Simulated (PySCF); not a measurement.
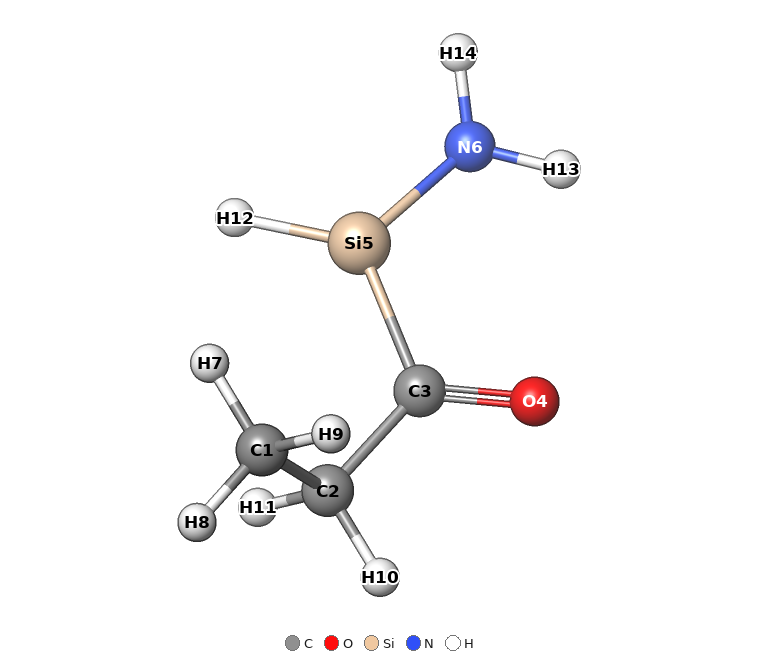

The species is neutral and a spin doublet. The geometry was computed by an optimisation with GFN2-xTB. No frequency run is at hand to confirm it as a minimum. Level of theory: UKS B3LYP, pcH-1 on C H N O Si, non-relativistic (PySCF 2.14.0). Fermi-contact and spin-dipolar terms alone, no spin-orbit part.

> Which nucleus has the largest dipolar (anisotropic) hyperfine coupling?

29Si at Si5: principal values −134.0, 66.2, 67.8 MHz.

List the isotropic and dipolar parts for the most strongly coupled nuclei, one of each equivalent set.

```tsv
atom	isotope	a_iso (MHz)	dipolar part (MHz)
Si5	29Si	−140.4	−134.0, 66.2, 67.8
O4	17O	−15.6	−69.8, 32.8, 37.0
N6	14N	6.6	−7.1, −6.8, 13.9
H14	1H	5.9	−8.3, −4.2, 12.5
C3	13C	−14.1	−10.1, −1.0, 11.2
H13	1H	−9.1	−7.2, −2.8, 10.0
H12	1H	−8.5	−9.3, 2.3, 7.0
H7	1H	4.3	−3.7, −0.1, 3.8
```

The geometry is semi-empirical. Around Si such bond lengths and angles can be off by a tenth of an ångström or more and by several degrees, and values that hang on the shape move with them.
